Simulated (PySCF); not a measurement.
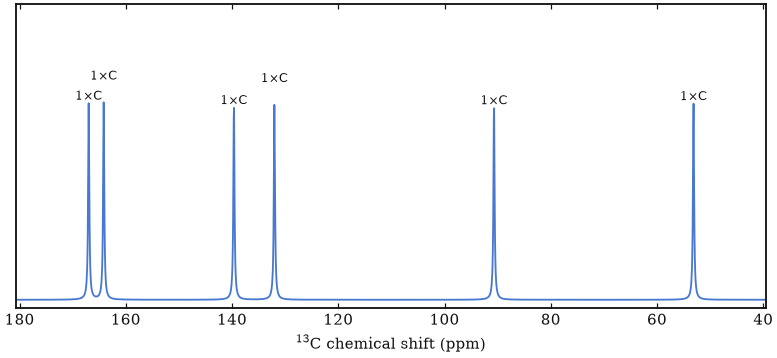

GIAO shifts, PBE0/pcSseg-1, PySCF 2.14.0, at a GFN2-xTB geometry (no frequency check), against TMS for ¹³C computed at the same level. Gas phase, fully decoupled, line heights follow the number of nuclei, widths are arbitrary (no quadrupolar broadening); values of one conformer, averaged over methyl-type rotors and exact or near symmetry; other conformers aren't averaged in.

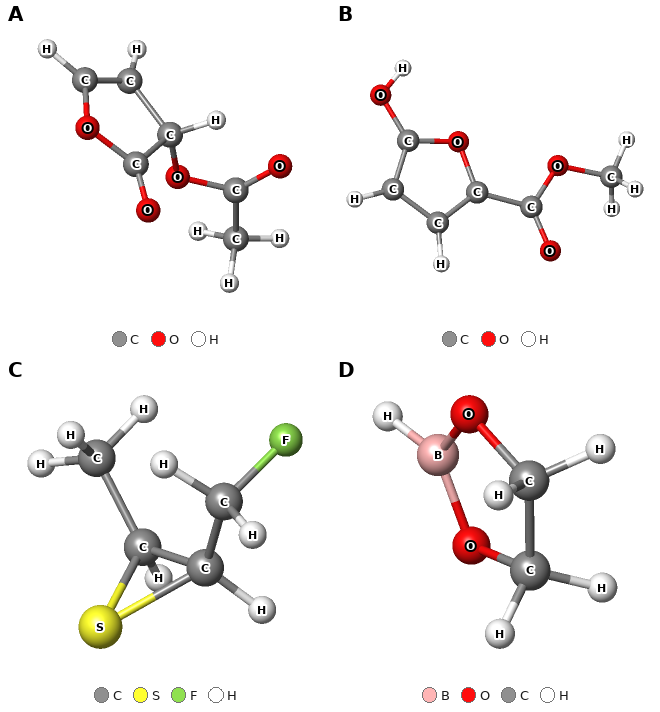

**Which structure fits the spectrum? Choose among the lettered structures.**

Structure B, C₆H₆O₄, SMILES COC(=O)c1ccc(O)o1. Its ¹³C signals: 167.0 (1 C), 164.2 (1 C), 139.7 (1 C), 132.0 (1 C), 90.7 (1 C), 53.1 (1 C) ppm.

Known limits of this run: the tight-binding geometry is rougher than a DFT one and adds to the error.
